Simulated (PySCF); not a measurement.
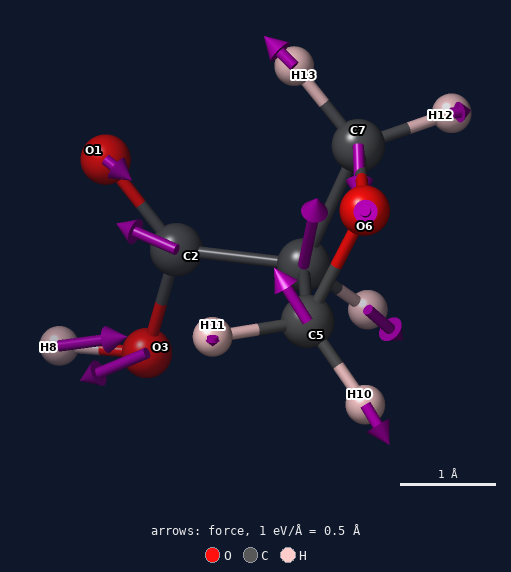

Starting geometry of C₄H₆O₃ with the computed forces as purple arrows. A ball-and-stick model, seen from a free direction.

The start comes from GFN2-xTB. Its atoms were then displaced at random by about 0.01 Å.

Method: PySCF, PBE0-D3(BJ)/def2-SVP geometry optimisation, gas phase. 

Q: Is this structure relaxed? If not, where do the atoms go?

A: It isn't relaxed: the largest force vector, on a C atom, is 2.42 eV/Å. The final displacements follow the starting forces only in part (cosine between the two patterns 0.60). The atom that moves furthest after the best rigid fit is an H atom (0.064 Å). By element the largest moves are H 0.064 Å, C 0.032 Å, O 0.026 Å. Among the contacts that change: C–H 1.062 → 1.098 Å, H–O 1.004 → 0.970 Å, C–C 1.473 → 1.500 Å, C–H 1.077 → 1.103 Å. Bond angles that change, for instance: C–O–H 110.9° → 106.7°, O–C–H 110.4° → 112.7°, O–C–C 127.8° → 125.6°. Over 6 geometry steps the energy falls by 14.2 kJ/mol.
